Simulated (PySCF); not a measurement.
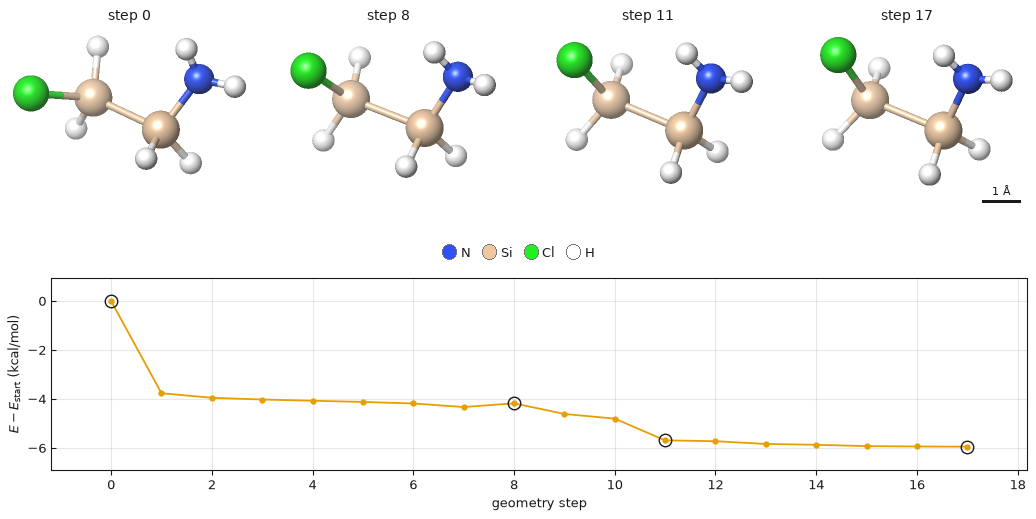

Frames of a relaxation of Si₂NH₆Cl, marked on the history of the run. The picture is a ball-and-stick view, seen at a tilt.

The start comes from GFN2-xTB. Its atoms were then displaced at random by about 0.01 Å.

Method: PBE0-D3(BJ)/def2-SVP geometry optimisation, gas phase in PySCF 2.14.0, density-fitted response routines. 

Describe the path.

The Cl atom moves most after the best rigid fit: 1.32 Å. By element the largest moves are Cl 1.32 Å, H 0.95 Å, N 0.37 Å, Si 0.25 Å. Near-neighbour distances that change, for instance: Si–Si 2.293 → 2.343 Å, H–Si 1.459 → 1.496 Å, H–N 0.983 → 1.015 Å, Cl–Si 2.070 → 2.095 Å. Bond angles that change, for instance: Si–Si–Cl 111.7° → 104.2°, N–Si–H 104.5° → 109.9°, Cl–Si–H 102.9° → 107.6°. Groups turn about Si–Si by about 60°. Over 17 geometry steps the energy falls by 5.94 kcal/mol. From step 0 to 8: the Cl atom moves most (0.84 Å), energy −4.18 kcal/mol. From step 8 to 11: the Cl atom moves most (0.33 Å), energy −1.51 kcal/mol. From step 11 to 17: the Cl atom moves most (0.18 Å), energy −0.26 kcal/mol.

| step | E − E(0), kcal/mol |
| --- | --- |
| 0 | 0.00 |
| 1 | -3.76 |
| 2 | -3.95 |
| 3 | -4.02 |
| 4 | -4.07 |
| 5 | -4.12 |
| 6 | -4.18 |
| 7 | -4.33 |
| 8 | -4.18 |
| 9 | -4.61 |
| 10 | -4.80 |
| 11 | -5.69 |
| 12 | -5.72 |
| 13 | -5.83 |
| 14 | -5.87 |
| 15 | -5.92 |
| 16 | -5.94 |
| 17 | -5.94 |
